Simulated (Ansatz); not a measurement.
System: CdPtC4N4.

Input

```
crystal:
  lattice:
    - [7.5973135893, 0.0, 0.0]
    - [0.0, 7.5973135893, 0.0]
    - [0.0, 0.0, 5.227078696]
  atoms:
    - { symbol: Cd, position: [0.5, 0.5, 0.0] }
    - { symbol: Pt, position: [0.0, 0.0, 0.0] }
    - { symbol: C, position: [0.184236883, 0.815763117, 0.0] }
    - { symbol: C, position: [0.815763117, 0.184236883, 0.0] }
    - { symbol: C, position: [0.184236883, 0.184236883, 0.0] }
    - { symbol: C, position: [0.815763117, 0.815763117, 0.0] }
    - { symbol: "N", position: [0.2927602552, 0.7072397448, 0.0] }
    - { symbol: "N", position: [0.7072397448, 0.2927602552, 0.0] }
    - { symbol: "N", position: [0.2927602552, 0.2927602552, 0.0] }
    - { symbol: "N", position: [0.7072397448, 0.7072397448, 0.0] }
basis:
  ecutwfc: 420
kpoints:
  mp_grid: { grid: [4, 4, 6] }
hamiltonian:
  xc: pbe
scf:
  occupations: { method: gaussian, width: 0.02 }
output:
  forces: true
  stress: true
  eigenvalues: true
  write_density: true
  write_potential: true
  elf: true
  volumetric_format: npy
relax:
  adjacent_minimum: "off"
  f_tol: 0.01
  max_steps: 80
  cell: { stress_tol: 0.05 }
```

Launched as:

```sh
ansatz run input.yaml --threads 1 --pin off --max-ram 2560MiB --backend cpu --events-out ev --progress --plain --runs-dir out
```

Below, planes, directions and counts refer to the conventional cell (a = 7.60 Å, b = 7.60 Å, c = 5.23 Å, α = 90.00°, β = 90.00°, γ = 90.00°).

Space group P4/mmm; a structure generated by program, which may or may not match a known phase.

Computed with DFT PBE, scalar-relativistic, plane waves, PAW (Ansatz 0.2.0).

### What will maps of the valence pseudo-density and electron localisation function show?

C–N (1.17 Å): ρ is about 3.5 e/Å³ halfway; the ELF peaks at about 0.85 between the atoms (inside overlapping PAW spheres, so only a guide); a multiple bond.
Pt–C (1.98 Å): the density is about 1.1 e/Å³ at the midpoint; the ELF peaks at about 0.90 in the valence shell of C, 0.6 Å from its nucleus, and is about 0.30 at the midpoint.
Cd–N (2.23 Å): ρ at the midpoint is about 0.49 e/Å³; the ELF peaks at about 0.90 in the valence shell of N, 0.7 Å from its nucleus, and drops to about 0.10 between the two atoms (no localised pair shows between them).

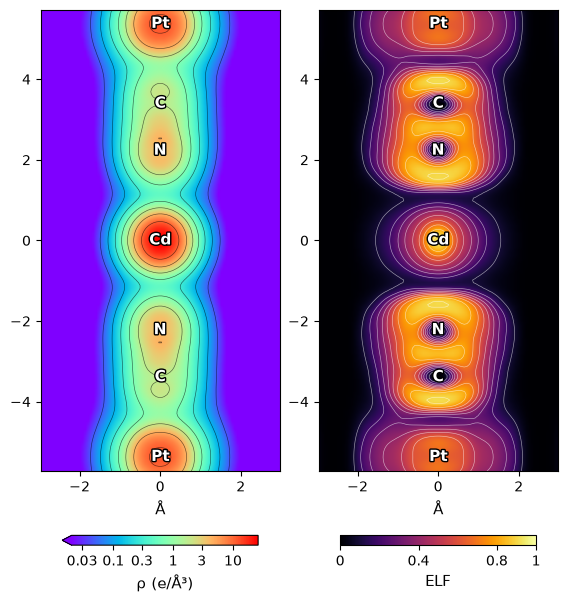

Computed valence pseudo-density and electron localisation function on the (11̄0) plane of the conventional cell, in this order. 

The density is the valence pseudo-density of a PAW calculation; it isn't the true density close to the nuclei.
